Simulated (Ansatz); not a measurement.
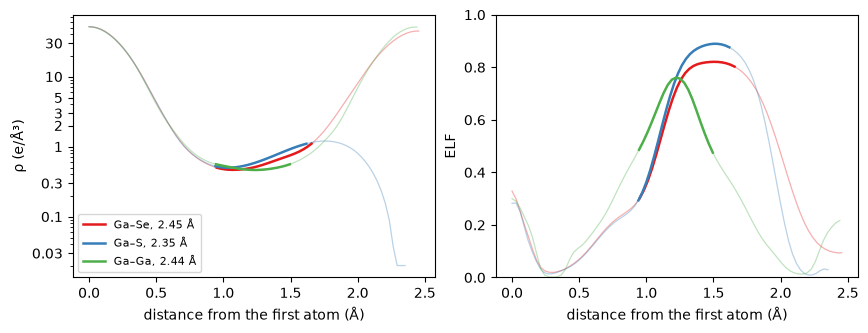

The picture shows: Ga$_{8}$Se$_{5}$S$_{3}$. Valence charge density (pseudo) and electron localisation function along straight lines between neighbouring atoms. Thin, pale parts lie inside the atomic spheres.

Space group Pm; a generated structure, not necessarily the stable one.

All numbers below come from Ansatz, DFT HSE06, scalar-relativistic, plane waves, PAW.

In a PAW calculation such maps are meaningful between the atoms, not at the nuclei.

Compare the contacts.

Ga–Se (2.45 Å): the density is about 0.51 e/Å³ at the midpoint; the ELF is about 0.70 at the midpoint.
Ga–S (2.35 Å): the density is about 0.54 e/Å³ at the midpoint; the ELF peaks at about 0.90 in the valence shell of S, 0.9 Å from its nucleus, and is about 0.70 at the midpoint.
Ga–Ga (2.44 Å): the density is about 0.46 e/Å³ at the midpoint; the ELF peaks at about 0.75 between the atoms (localised, covalent bonding).
